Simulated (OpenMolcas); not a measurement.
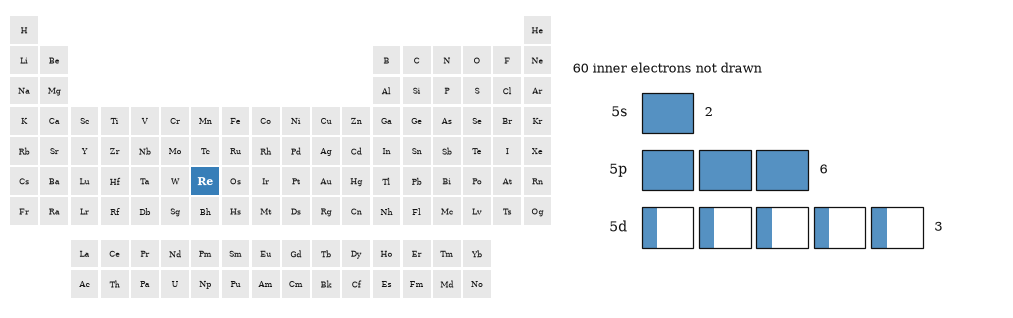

Left, the place of rhenium in the periodic table; right, the outer shells of the leading configuration of the lowest level: a box for each of the 2l + 1 orbitals, shaded by the share of the shell that is filled, with the electron count at the right.

# Re⁴⁺ complex: multiconfigurational calculation (part 1 of 2)

- system: Re⁴⁺ with 6 ligands (Cl; octahedron, 2.31 Å), neutralised by 6 outer point charges of +0.33 e, whose field is part of the energies.
- method: state-averaged CASSCF, active space 3 electrons in the shell 5d, basis ANO-RCC-VDZP on the metal and ANO-RCC-VDZP on the ligands, DKH2 scalar Hamiltonian, spin-orbit coupling by RASSI with atomic mean-field integrals (OpenMolcas)

**Input**
```
&GATEWAY
Coord
7

Re 0.0 0.0 0.0
Cl 2.310000 0.000000 0.000000
Cl 0.000000 2.310000 0.000000
Cl -2.310000 0.000000 0.000000
Cl 0.000000 -2.310000 0.000000
Cl 0.000000 0.000000 2.310000
Cl 0.000000 0.000000 -2.310000
Basis=Re.ANO-RCC-VDZP,Cl.ANO-RCC-VDZP
Group=XYZ
NoMove
AngMom=0.0 0.0 0.0
AMFI
RICD
XField
3 Angstrom 0
5.510000 0.000000 0.000000 0.333333
0.000000 5.510000 0.000000 0.333333
0.000000 0.000000 5.510000 0.333333
&SEWARD
&RASSCF
FileOrb=start.orb
Symmetry=1
Spin=4
nActEl=3 0 0
Inactive=42 46
Ras2=5 0
CIRoot=10 10 1
SDav=10
CIMx=300
Iter=150 100
PrWF=0.3
OrbListing=Nothing
MaxOrb=0
LevShft=1.0
>>> COPY $Project.JobIph JOB001
&RASSCF
FileOrb=start.orb
Symmetry=1
Spin=2
nActEl=3 0 0
Inactive=42 46
Ras2=5 0
CIRoot=40 40 1
SDav=40
CIMx=300
Iter=150 100
PrWF=0.3
OrbListing=Nothing
MaxOrb=0
LevShft=1.0
>>> COPY $Project.JobIph JOB002
&RASSI
NrOfJobIphs=2 10 40
1 2 3 4 5 6 7 8 9 10
1 2 3 4 5 6 7 8 9 10 11 12 13 14 15 16 17 18 19 20 21 22 23 24 25 26 27
28 29 30 31 32 33 34 35 36 37 38 39 40
IphNames
JOB001
JOB002
EJob
SpinOrbit
DIPRint=1.0
SOCoupling=1000.0
Subsets=2
Property=9
'ANGMOM' 1 'ANGMOM' 2 'ANGMOM' 3 'MLTPL  1' 1 'MLTPL  1' 2 'MLTPL  1' 3
'AMFI' 1 'AMFI' 2 'AMFI' 3
SOProperty=3
'ANGMOM' 1 'ANGMOM' 2 'ANGMOM' 3
```

The file start.orb holds starting orbitals from an earlier step. A driver script formed the levels outside the program, from RASSI's spin-orbit matrix and the active-space energies, averaged over the components of each term or state.

Hardware: 1 thread of Arm Neoverse V1, 24 GiB of memory available, shared host.

Command:
```bash
OMP_NUM_THREADS=1 MOLCAS_MEM=2457 MOLCAS_PROJECT=a pymolcas a.inp > a.log  # once for each step of the input, in one work folder
```

**The program's output (extracts)**
```
--- SEWARD ---
Basis set label: RE.ANO-RCC...7S6P4D2F1G.

      Electronic valence basis set:
      ------------------
      Associated Effective Charge  75.000000 au
      Associated Actual Charge     75.000000 au
      Nuclear Model: Point charge

      Shell  nPrim  nBasis  Cartesian Spherical Contaminant
         s      24       7        X
         p      21       6        X
         d      15       4                 X
         f      11       2                 X
         g       4       1                 X
                  Relativistic Douglas-Kroll-Hess integrals:
                    - DKH order of Hamiltonian: 2
                    - DKH order of Properties : 0
                  Atomic mean-field integrals
--- RASSCF ---
Wave function specifications:
      -----------------------------

      Number of closed shell electrons         176
      Number of electrons in active shells       3
      Max number of holes in RAS1 space          0
      Max nr of electrons in RAS3 space          0
      Number of inactive orbitals               88
      Number of active orbitals                  5
      Number of secondary orbitals              83
      Spin quantum number                      1.5
      State symmetry                             1
Orbital specifications:
      -----------------------

      Symmetry species                           1   2
                                                ag  au
      Frozen orbitals                            0   0
      Inactive orbitals                         42  46
      Active orbitals                            5   0
      RAS1 orbitals                              0   0
      RAS2 orbitals                              5   0
      RAS3 orbitals                              0   0
      Secondary orbitals                        43  40
      Deleted orbitals                           0   0
      Number of basis functions                 90  86
      Number of CSFs                            10
      Number of root(s) required                10
      Iter CI   SX   CI       RASSCF       Energy    max ROT     max BLB   max BLB  Level Ln srch  Step   QN
          iter iter root      energy       change     param      element    value   shift minimum  type update
 Nr of preliminary CI iterations:   1
      Total energies have been shifted. Add               -19000.00 au
        1   1   11    0  -441.61224277    0.00E+00  -1.15E-01*  24  54 2  2.95E-01*  1.18   0.00    SX    NO
        2   1   11    0  -442.32259334   -7.10E-01* -1.06E-01*  42  45 1  2.05E-01*  0.91   0.00    SX    NO
        3   1   12    0  -442.56879789   -2.46E-01* -6.58E-02   42  45 1  1.17E-01*  0.75   0.00    SX    NO
        4   1   12    0  -442.63603306   -6.72E-02*  3.14E-02   42  45 1  5.42E-02*  0.67   0.00    SX    NO
        5   1   11    0  -442.65786224   -2.18E-02*  2.92E-02   42  45 1  3.41E-02*  0.67   2.13    LS   YES
        6   1   11    0  -442.66613900   -8.28E-03*  2.04E-02   13  50 2  5.72E-02*  0.66   1.22    QN   YES
        7   1   11    0  -442.66975339   -3.61E-03*  3.94E-03   13  50 2 -1.94E-02*  0.64   0.85    QN   YES
        8   1   10    0  -442.67036416   -6.11E-04* -1.20E-03   20  57 1 -2.64E-03*  0.65   1.24    QN   YES
        9   1    9    0  -442.67045024   -8.61E-05*  7.33E-04    9  59 2  1.38E-03*  0.65   1.29    QN   YES
       10   1    8    0  -442.67046395   -1.37E-05*  4.19E-04    9  59 2  4.32E-04*  0.65   1.30    QN   YES
       11   1    8    0  -442.67046660   -2.65E-06*  2.52E-04   42  45 1 -2.10E-04*  0.65   1.45    QN   YES
       12   1    7    0  -442.67046742   -8.26E-07* -1.51E-04   42  45 1 -1.33E-04*  0.65   1.38    QN   YES
       13   1    7    0  -442.67046762   -1.96E-07* -6.44E-05   42  45 1 -5.46E-05   0.65   1.35    QN   YES
       14   1    6    0  -442.67046766   -3.77E-08*  1.79E-05   19  56 2  2.16E-05   0.65   1.30    QN   YES
       15   1    5    0  -442.67046766   -6.13E-09  -4.72E-06    9  59 2  7.65E-06   0.65   1.43    QN   YES
      Convergence after 15 iterations
       16   1    5    0  -442.67046766   -1.18E-09  -4.72E-06    7  57 2  3.11E-06   0.65   1.43    QN   YES
      Natural orbitals and occupation numbers for root  1
      sym 1:   1.000000   1.000000   0.000000   1.000000   0.000000
      Natural orbitals and occupation numbers for root  2
      sym 1:   0.011144   0.988856   0.011144   1.000000   0.988856
      Natural orbitals and occupation numbers for root  3
      sym 1:   1.000000   0.212829   0.787171   0.787171   0.212829
::    RASSCF root number  1 Total energy: -19442.84648402
::    RASSCF root number  2 Total energy: -19442.70969828
::    RASSCF root number  3 Total energy: -19442.70969828
::    RASSCF root number  4 Total energy: -19442.70969828
::    RASSCF root number  5 Total energy: -19442.68080482
::    RASSCF root number  6 Total energy: -19442.68080482
::    RASSCF root number  7 Total energy: -19442.68080482
::    RASSCF root number  8 Total energy: -19442.56222776
::    RASSCF root number  9 Total energy: -19442.56222776
::    RASSCF root number 10 Total energy: -19442.56222776
--- RASSCF ---
Wave function specifications:
      -----------------------------

      Number of closed shell electrons         176
      Number of electrons in active shells       3
      Max number of holes in RAS1 space          0
      Max nr of electrons in RAS3 space          0
      Number of inactive orbitals               88
      Number of active orbitals                  5
      Number of secondary orbitals              83
      Spin quantum number                      0.5
      State symmetry                             1
Orbital specifications:
      -----------------------

      Symmetry species                           1   2
                                                ag  au
      Frozen orbitals                            0   0
      Inactive orbitals                         42  46
      Active orbitals                            5   0
      RAS1 orbitals                              0   0
      RAS2 orbitals                              5   0
      RAS3 orbitals                              0   0
      Secondary orbitals                        43  40
      Deleted orbitals                           0   0
      Number of basis functions                 90  86
      Number of CSFs                            40
      Number of root(s) required                40
      Iter CI   SX   CI       RASSCF       Energy    max ROT     max BLB   max BLB  Level Ln srch  Step   QN
          iter iter root      energy       change     param      element    value   shift minimum  type update
 Nr of preliminary CI iterations:   1
      Total energies have been shifted. Add               -19000.00 au
        1   1    9    0  -442.61226954    0.00E+00  -7.56E-03   44  59 1 -7.72E-03*  0.69   0.00    SX    NO
        2   1   10    0  -442.61299732   -7.28E-04*  3.65E-03   39  44 1 -5.22E-03*  0.69   0.00    SX    NO
        3   1    9    0  -442.61325296   -2.56E-04* -2.19E-03   39  44 1 -3.42E-03*  0.69   0.00    SX    NO
        4   1    9    0  -442.61335212   -9.92E-05* -1.58E-03   39  44 1 -2.47E-03*  0.69   0.00    SX    NO
        5   1    9    0  -442.61339306   -4.09E-05* -2.34E-03   39  44 1 -1.64E-03*  0.69   2.50    LS   YES
        6   1    9    0  -442.61342015   -2.71E-05* -8.68E-04   28  50 2 -1.71E-03*  0.69   1.18    QN   YES
        7   1    8    0  -442.61342397   -3.82E-06* -2.35E-04   28  50 2  1.21E-03*  0.69   0.75    QN   YES
        8   1    7    0  -442.61342565   -1.67E-06* -2.12E-04   36  45 1 -2.14E-04*  0.69   1.43    QN   YES
        9   1    7    0  -442.61342621   -5.63E-07* -9.83E-05   25  48 2 -1.61E-04*  0.69   1.46    LS   YES
       10   1    7    0  -442.61342627   -5.88E-08* -6.62E-05   28  50 2 -2.87E-04*  0.69   0.96    QN   YES
       11   1    7    0  -442.61342635   -8.65E-08* -3.93E-05   28  50 2 -8.39E-05   0.69   1.59    LS   YES
       12   1    6    0  -442.61342637   -1.46E-08*  2.15E-05   28  50 2  3.64E-05   0.69   1.10    QN   YES
       13   1    6    0  -442.61342638   -7.19E-09  -1.49E-05   25  48 2  2.09E-05   0.69   2.50    QN   YES
      Convergence after 13 iterations
       14   1    6    0  -442.61342638   -2.20E-09  -1.49E-05   34  57 1  2.56E-06   0.69   2.50    QN   YES
      Natural orbitals and occupation numbers for root  1
      sym 1:   0.995972   1.001866   0.001386   0.991059   0.009717
      Natural orbitals and occupation numbers for root  2
      sym 1:   0.996626   0.990732   0.009717   1.001539   0.001386
      Natural orbitals and occupation numbers for root  3
      sym 1:   1.000064   0.998945   0.002256   0.995968   0.002767
::    RASSCF root number  1 Total energy: -19442.79066553
::    RASSCF root number  2 Total energy: -19442.79066553
::    RASSCF root number  3 Total energy: -19442.78784702
::    RASSCF root number  4 Total energy: -19442.78784702
::    RASSCF root number  5 Total energy: -19442.78784702
::    RASSCF root number  6 Total energy: -19442.75683370
::    RASSCF root number  7 Total energy: -19442.75683370
::    RASSCF root number  8 Total energy: -19442.75683370
::    RASSCF root number  9 Total energy: -19442.66696943
::    RASSCF root number 10 Total energy: -19442.66389162
::    RASSCF root number 11 Total energy: -19442.66389162
::    RASSCF root number 12 Total energy: -19442.66389162
::    RASSCF root number 13 Total energy: -19442.65856012
::    RASSCF root number 14 Total energy: -19442.65856012
::    RASSCF root number 15 Total energy: -19442.65856012
::    RASSCF root number 16 Total energy: -19442.65136863
::    RASSCF root number 17 Total energy: -19442.65136863
::    RASSCF root number 18 Total energy: -19442.64289061
::    RASSCF root number 19 Total energy: -19442.64289061
::    RASSCF root number 20 Total energy: -19442.64289061
::    RASSCF root number 21 Total energy: -19442.62539330
::    RASSCF root number 22 Total energy: -19442.62539330
::    RASSCF root number 23 Total energy: -19442.62539330
::    RASSCF root number 24 Total energy: -19442.61573416
::    RASSCF root number 25 Total energy: -19442.57661480
::    RASSCF root number 26 Total energy: -19442.57661480
::    RASSCF root number 27 Total energy: -19442.52784726
::    RASSCF root number 28 Total energy: -19442.52784726
::    RASSCF root number 29 Total energy: -19442.52784725
::    RASSCF root number 30 Total energy: -19442.52494288
```

(Continued in part 2.) Outcome of the run: converged.
